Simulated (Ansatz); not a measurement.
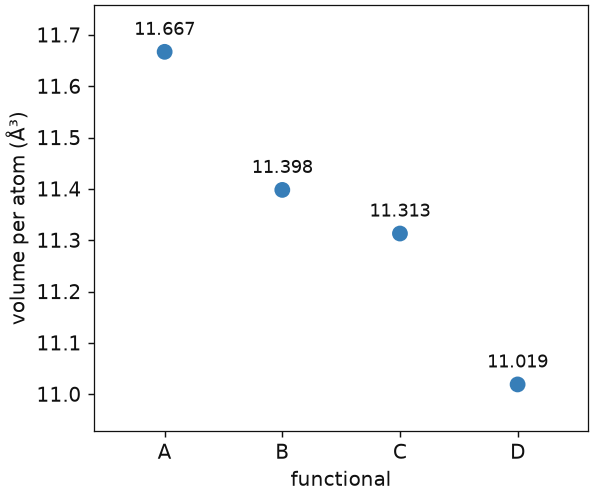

The picture above shows the volume per atom by functional for TiO₂. The labels are replaced by letters. In alphabetical order the cases are: LDA; PBE; PBEsol; r2SCAN.

How it was computed, with Ansatz 0.2.0: relaxed lattice of one prototype by several density functionals, zero stress, symmetry kept, spin-unpolarised plane waves.

- prototype: anatase
- atoms in cell: 6
- periodic directions: 3

Question: Which letter stands for which functional?

Answer: A: PBE (11.7 Å³); B: r2SCAN (11.4 Å³); C: PBEsol (11.3 Å³); D: LDA (11.0 Å³).
